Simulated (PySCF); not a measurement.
Molecule: F₂Si (cation, charge +1), SMILES F[Si]F, doublet. Atoms near the plane z = 0.0 Å, at the CAM-B3LYP/def2-SVP optimised geometry (x, y, z in Å): F1 (1.2, -0.7, 0.0), Si2 (-0.4, -0.7, 0.0), F3 (-1.2, 0.7, 0.0).

Calculation: unrestricted CAM-B3LYP/def2-TZVP in PySCF 2.14.0. Cells within 0.4 Å of a nucleus heavier than hydrogen are left out (blank, or x). The values are rescaled to run from 0 to 1.

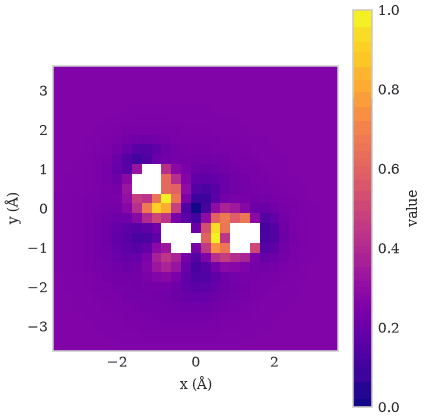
Figure. a field on the plane z = 0.0 Å.

Question: Which quantity is mapped?
A. log10 of the electron density
B. deformation density (molecule minus spherical neutral atoms)
C. an orbital amplitude
D. Laplacian of the electron density

Answer: B, deformation density (molecule minus spherical neutral atoms). In full: deformation density (molecule minus spherical neutral atoms) (e/bohr³).
